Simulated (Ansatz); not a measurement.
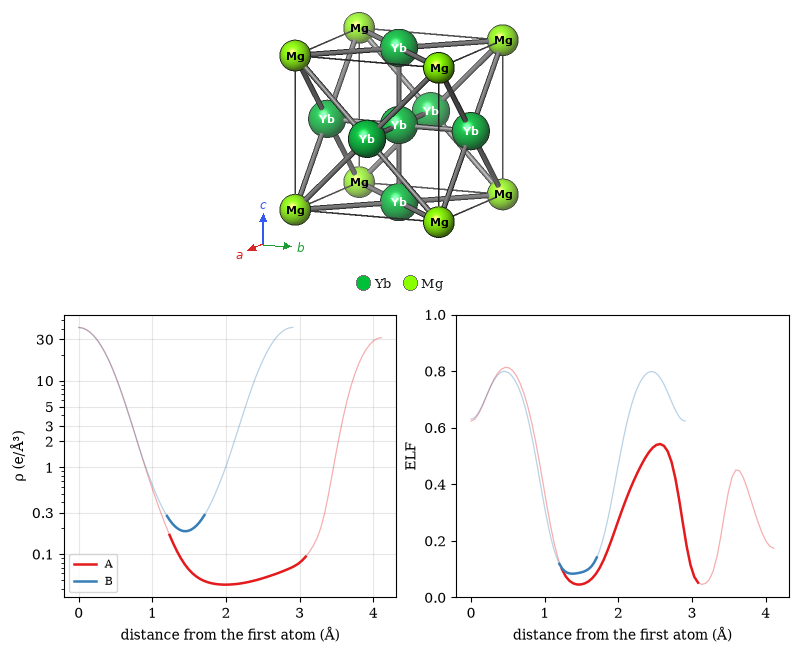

Figure. Yb$_{4}$Mg. Valence charge density (pseudo) and electron localisation function along straight lines between neighbouring atoms. Thin, pale parts lie inside the atomic spheres. The structure is drawn too.

Space group Pm-3m; a structure generated by program, which may or may not match a known phase; computed without spin polarisation; no Hubbard U on the f states and no spin–orbit coupling.

All numbers below come from DFT PBE, scalar-relativistic, plane waves, PAW (Ansatz 0.2.0).

In a PAW calculation such maps are meaningful between the atoms, not at the nuclei.

Q: Which curve belongs to which contact (Yb–Mg and Yb–Yb)? The first atom named is at distance zero.

A: Curve A: Yb–Mg (4.11 Å): ρ is about 0.04 e/Å³ halfway; the ELF is about 0.30 at the midpoint: no localised pair shows between them. Curve B: Yb–Yb (2.90 Å): ρ is about 0.18 e/Å³ halfway; the ELF is about 0.10 at the midpoint (no localised pair shows between them).
